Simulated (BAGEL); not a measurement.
# AlGeH4Cl (SMILES [Cl][AlH][GeH3]): a chain of runs

Wanted: the energy (HF/cc-pVDZ), then the energy (NEVPT2(2,2)/cc-pVDZ) of AlGeH4Cl. 

Program for the calculation: BAGEL 1.2.2.

2 further runs of the same task are left out: 2 set aside as unsound or not needed.

### Step 1. The structure to begin with

AlGeH4Cl: 7 atoms, total charge 0, spin state singlet. As SMILES, `[Cl][AlH][GeH3]`. One bond was lengthened or shortened from a relaxed shape.

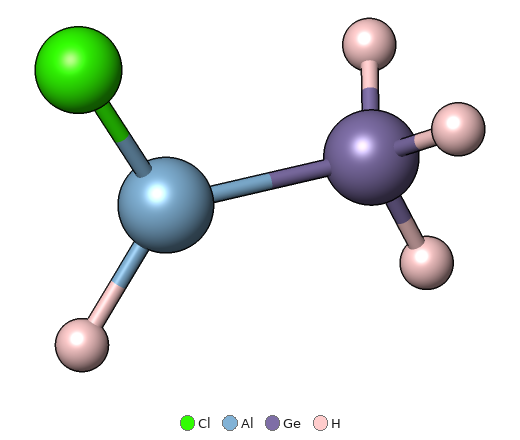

Viewed from a chosen angle; chlorine green, aluminium light blue, germanium purple, hydrogen pink.

### Step 2. The energy at HF/cc-pVDZ (density fitting with svp-jkfit) (run 1)

Contents of calc.json:

```json
{ "bagel" : [

{
  "title" : "molecule",
  "basis" : "cc-pvdz.json",
  "df_basis" : "svp-jkfit",
  "angstrom" : true,
  "geometry" : [
    { "atom" : "Cl", "xyz" : [      -2.620011,      -1.329644,      -0.177215 ] },
    { "atom" : "Al", "xyz" : [      -0.546111,      -1.117144,       0.094185 ] },
    { "atom" : "Ge", "xyz" : [       0.380389,       1.157356,      -0.143615 ] },
    { "atom" : "H", "xyz" : [       0.379500,      -2.632000,       0.480000 ] },
    { "atom" : "H", "xyz" : [       0.104989,       1.720056,      -1.550215 ] },
    { "atom" : "H", "xyz" : [      -0.264711,       2.123956,       0.866485 ] },
    { "atom" : "H", "xyz" : [       1.902989,       1.194856,       0.082785 ] }
  ]
},

{ "title" : "hf" },

{ "title" : "print", "file" : "orbitals.molden", "orbitals" : true }

]}
```

The basis set cc-pVDZ is read from a file made from the Basis Set Exchange's data (not shown).

Run with:

```bash
$ BAGEL_NUM_THREADS=1 BAGEL calc.json > calc.out
```

What it wrote:

```text
* using 1 threads per process

  ===============================================================
  ===============================================================

  *** Geometry ***

  { "atom" : "Cl", "xyz" : [     -4.951103,     -2.512663,     -0.334888 ] },
  { "atom" : "Al", "xyz" : [     -1.032000,     -2.111096,      0.177984 ] },
  { "atom" : "Ge", "xyz" : [      0.718831,      2.187086,     -0.271393 ] },
  { "atom" : "H", "xyz" : [      0.717151,     -4.973759,      0.907069 ] },
  { "atom" : "H", "xyz" : [      0.198400,      3.250435,     -2.929482 ] },
  { "atom" : "H", "xyz" : [     -0.500231,      4.013695,      1.637419 ] },
  { "atom" : "H", "xyz" : [      3.596128,      2.257951,      0.156441 ] },

  Number of auxiliary basis functions:      594

  Since a DF basis is specified, we compute 2- and 3-index integrals:
    o Being stored without compression. Storage requirement is 0.033 GB

  Number of basis functions:       83
  Number of electrons      :       66

    * METHOD: MOLECULE                             0.38

  *** RHF ***

  === Nuclear Repulsion ===
   275.6474763281

      * DIIS with orbital gradients will be used.

  === RHF iteration (cc-pvdz.json) ===
      0      -2779.06282986          0.00694285           0.16
      1      -2779.12872636          0.00258299           0.15
      2      -2779.13660390          0.00083068           0.15
      3      -2779.13751779          0.00008817           0.15
      4      -2779.13752723          0.00002497           0.15
      5      -2779.13752809          0.00000521           0.15
      6      -2779.13752813          0.00000119           0.15
      7      -2779.13752813          0.00000023           0.15
      8      -2779.13752813          0.00000008           0.15
      9      -2779.13752813          0.00000002           0.15
     10      -2779.13752813          0.00000001           0.15
    * SCF iteration converged.

    * Permanent dipole moment:
           (   -0.467845,    -0.189847,    -0.038308) a.u.

    * METHOD: HF                                   1.99

    * METHOD: PRINT                                0.01

  ===============================================================
```

Run time: 2.5 s. Hardware: 1 thread of Arm Neoverse V2, shared host; peak memory 0.15 GiB.

### Step 3. The energy at NEVPT2(2,2)/cc-pVDZ (density fitting with svp-jkfit) (run 2)

Contents of input.json:

```json
{ "bagel" : [

{
  "title" : "molecule",
  "basis" : "cc-pvdz.json",
  "df_basis" : "svp-jkfit",
  "angstrom" : true,
  "geometry" : [
    { "atom" : "Cl", "xyz" : [      -2.620011,      -1.329644,      -0.177215 ] },
    { "atom" : "Al", "xyz" : [      -0.546111,      -1.117144,       0.094185 ] },
    { "atom" : "Ge", "xyz" : [       0.380389,       1.157356,      -0.143615 ] },
    { "atom" : "H", "xyz" : [       0.379500,      -2.632000,       0.480000 ] },
    { "atom" : "H", "xyz" : [       0.104989,       1.720056,      -1.550215 ] },
    { "atom" : "H", "xyz" : [      -0.264711,       2.123956,       0.866485 ] },
    { "atom" : "H", "xyz" : [       1.902989,       1.194856,       0.082785 ] }
  ]
},

{ "title" : "hf" },

{ "title" : "casscf", "nstate" : 1, "nact" : 2, "nclosed" : 32, "active" : [32, 35], "maxiter" : 200, "natocc" : true },

{ "title" : "nevpt2", "nstate" : 1, "nact" : 2, "nclosed" : 32, "active" : [32, 35], "maxiter" : 200, "natocc" : true, "ncore" : 19 },

{ "title" : "print", "file" : "orbitals.molden", "orbitals" : true }

]}
```

The basis set cc-pVDZ is read from a file made from the Basis Set Exchange's data (not shown).

Run with:

```bash
$ BAGEL_NUM_THREADS=1 BAGEL input.json > input.out
```

What it wrote:

```text
* using 1 threads per process

  ===============================================================
  ===============================================================

  *** Geometry ***

  { "atom" : "Cl", "xyz" : [     -4.951103,     -2.512663,     -0.334888 ] },
  { "atom" : "Al", "xyz" : [     -1.032000,     -2.111096,      0.177984 ] },
  { "atom" : "Ge", "xyz" : [      0.718831,      2.187086,     -0.271393 ] },
  { "atom" : "H", "xyz" : [      0.717151,     -4.973759,      0.907069 ] },
  { "atom" : "H", "xyz" : [      0.198400,      3.250435,     -2.929482 ] },
  { "atom" : "H", "xyz" : [     -0.500231,      4.013695,      1.637419 ] },
  { "atom" : "H", "xyz" : [      3.596128,      2.257951,      0.156441 ] },

  Number of auxiliary basis functions:      594

[... 21 lines left out ...]
    * SCF iteration converged.
[... 1 line left out ...]
    * Permanent dipole moment:
[... 27 lines left out ...]
    * Second-order optimization converged. *

     guess   0:   closed 1.                   open ..

  === FCI iteration ===

      0  0     -2779.13713990     6.56e-02      0.00
      1  0     -2779.15487945     1.18e-03      0.00
      2  0 *   -2779.15488865     1.86e-16      0.00

     * ci vector, state   0, <S^2> = 0.0000
       2.     0.9909668933
       .2    -0.1341067349

    * METHOD: CASSCF                               8.82

    * freezing 19 orbitals

  === DF-NEVPT2 calculation ===

    * 3-index integral transformation done
    * assembly done

      NEVPT2 correlation energy:   -0.2995999361      0.13

          (+0)     -0.2761398668
          (+0)'    -0.0018316603
          (+1)     -0.0045455625
          (+1)'    -0.0000000000
          (+2)     -0.0001206364
          (-1)     -0.0086729364
          (-1)'     0.0000000000
          (-2)     -0.0082892736

      NEVPT2 total energy:       -2779.4544885814

    * METHOD: NEVPT2                               0.36

    * METHOD: PRINT                                0.01

  ===============================================================
```

Wall time 12 s (1 thread of Arm Neoverse V2, shared host); peak memory 0.15 GiB.

### Step 4. Results

```
                                quantity           value
         run 1, HF/cc-pVDZ: total energy  -2779.13753 Eh
        run 1, HF/cc-pVDZ: dipole moment          1.29 D
          run 1, HF/cc-pVDZ: HOMO energy       -10.26 eV
          run 1, HF/cc-pVDZ: LUMO energy         0.73 eV
        run 1, HF/cc-pVDZ: HOMO–LUMO gap        11.00 eV
run 2, NEVPT2(2,2)/cc-pVDZ: total energy  -2779.45449 Eh
```
